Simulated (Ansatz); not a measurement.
A series of calculations on SiNH$_{5}$

## 1. Relaxation

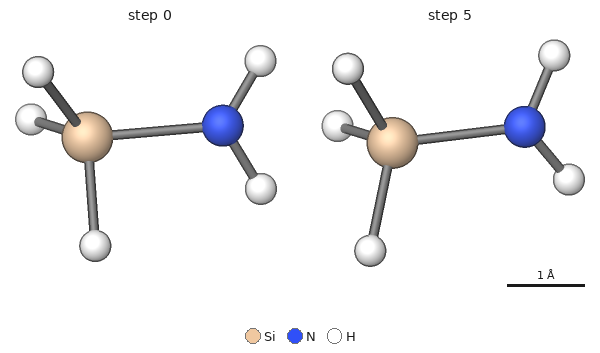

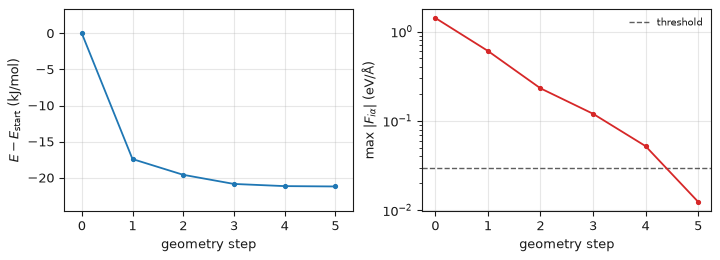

First and last geometry of a relaxation of SiNH₅, with the history of the run. A ball-and-stick model, seen face on.

The run prepares an end point of a later path (reaction) calculation, from a guessed geometry.

Computed with Ansatz 0.2.0, RKS PBE0/def2-SVP. Set-up: no spin polarisation; force threshold 0.03 eV/Å; at most 50 steps.

Q: Did the run converge, and what did it change?

A: It converged. Over 5 geometry steps the energy falls by 21.2 kJ/mol. Largest force component: 1.4 eV/Å at the start, 0.012 eV/Å at the end. An H atom moves most after the best rigid fit: 0.34 Å. By element the largest moves are H 0.34 Å, Si 0.10 Å, N 0.04 Å. Some distances before and after: H–Si 1.458 → 1.494 Å, N–Si 1.769 → 1.733 Å, H–Si 1.499 → 1.504 Å. Bond angles that change, for instance: N–Si–H 90.5° → 107.9°, H–Si–H 112.9° → 107.0°, Si–N–H 114.4° → 118.9°.

| step | E − E(0), kJ/mol | largest force component, eV/Å |
| --- | --- | --- |
| 0 | 0.00 | 1.4210 |
| 1 | -17.41 | 0.6076 |
| 2 | -19.59 | 0.2318 |
| 3 | -20.86 | 0.1203 |
| 4 | -21.16 | 0.0522 |
| 5 | -21.20 | 0.0124 |

## 2. Relaxation

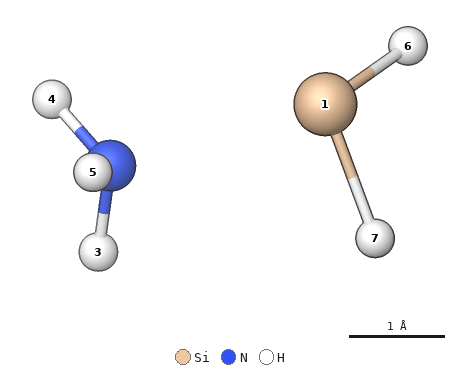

Starting structure of SiNH$_{5}$. Style: ball-and-stick. Shown at a tilt.

The run prepares an end point of a later path (reaction) calculation, from a guessed geometry.

Theory: RKS PBE0/def2-SVP (Ansatz).

Input file:
```yaml
crystal:
  periodic: [false, false, false]
  atoms:
    - { symbol: Si, position_ang: [-0.093254, 0.1795, -0.920162] }
    - { symbol: "N", position_ang: [1.255694, -0.007301, 1.734712] }
    - { symbol: H, position_ang: [1.023123, -0.705153, 2.43181] }
    - { symbol: H, position_ang: [1.85201, 0.71912, 2.114573] }
    - { symbol: H, position_ang: [1.731122, -0.455838, 0.9328] }
    - { symbol: H, position_ang: [-1.101754, 1.237349, -0.46551] }
    - { symbol: H, position_ang: [-0.993341, -0.967677, -0.442223] }
basis:
  gaussian: { orbitals: def2-SVP }
hamiltonian:
  xc: pbe0
relax:
  f_tol: 0.03
  max_steps: 50
```

Run as
```bash
ansatz run input.yaml --threads 1 --pin off --max-ram 2048MiB --backend cpu --events-out ev --progress --plain --runs-dir out
```

Question: Predict the outcome.

Answer: Over 7 geometry steps the energy falls by 104.8 kJ/mol. The largest force component goes from 1.6 to 0.011 eV/Å. H3 moves most after the best rigid fit: 0.79 Å. By element the largest moves are H 0.79 Å, N 0.50 Å, Si 0.48 Å. Near-neighbour distances that change, for instance: Si1–N2 2.984 → 2.061 Å, N2–H5 1.035 → 1.021 Å, N2–H3 1.013 → 1.020 Å, Si1–H6 1.531 → 1.537 Å. New bonds form, among them: Si1–N2 (2.98 → 2.06 Å). Among the angles between lasting bonds that change: H3–N2–H4 111.8° → 107.9°, H4–N2–H5 109.3° → 107.1°.

The structure at the end:

```xyz
7

Si    0.1613    0.2956   -0.5326
N     1.1103   -0.0503    1.2633
H     0.4704   -0.3390    2.0038
H     1.5933    0.7927    1.5761
H     1.8166   -0.7791    1.1560
H    -0.8869    1.1082    0.2439
H    -0.5915   -1.0280   -0.3244
```

The end point in the same view:

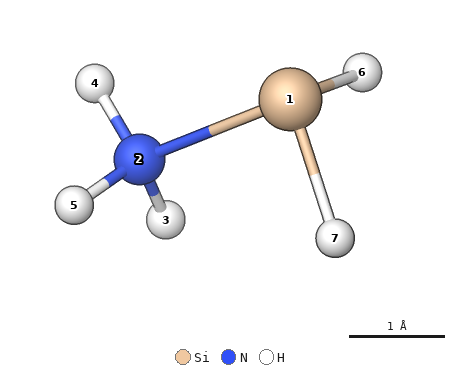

Limits of the set-up: the start holds two separate molecules, 2.7 Å apart at their closest, whose relative position is a soft coordinate and is computed without a dispersion correction.

## 3. Path

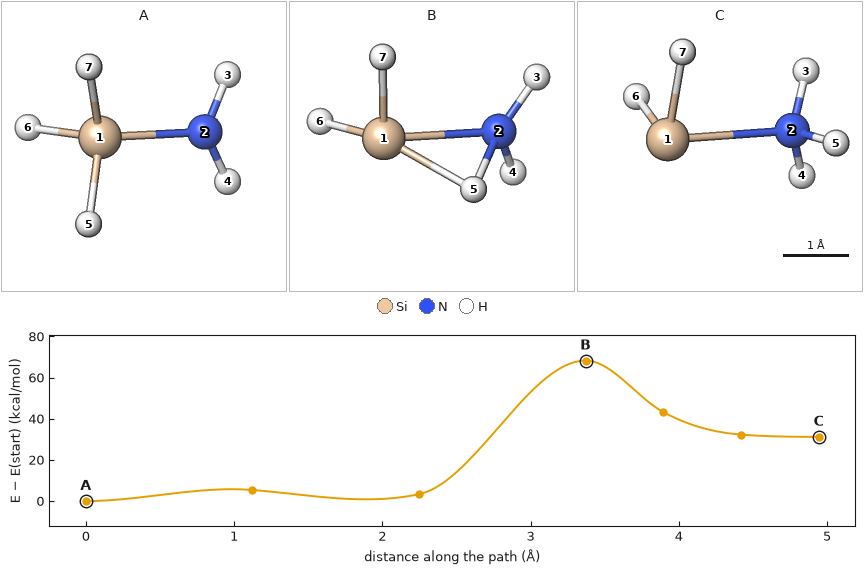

NEB run on SiNH5. Images are numbered from 0 (start) to 6 (end). Frames A to C are images 0, 3, 6. Style: ball-and-stick. Shown at a tilt.

These are results of Ansatz 0.2.0, RKS PBE0/def2-SVP, not measurements. Run with 5 movable images; climbing image; force threshold 0.03 eV/Å; iteration limit 60; starting path through a guess of the saddle point.

**Describe the mechanism and the energy profile.**

The path has more than one stage, and so few images may leave a stage unresolved. Breaking: Si1–H5 (1.49 → 1.62 at the top → 2.60 Å). Forming: N2–H5 (2.61 → 1.38 at the top → 1.02 Å). The highest point, image 3, lies 68.3 kcal/mol above the start and 37.1 kcal/mol above the end; the end is at +31.2 kcal/mol relative to the start. The profile has 2 maxima (images 1, 3) with a dip at image 2 (+3.3 kcal/mol), so the process runs in steps. The band converged in 18 iterations. The largest component of the band force went from 5.2 to 0.029 eV/Å. The climbing image converged on the top of the path. Its vibrational analysis gives one imaginary mode (1523i cm⁻¹), as a transition state must have.
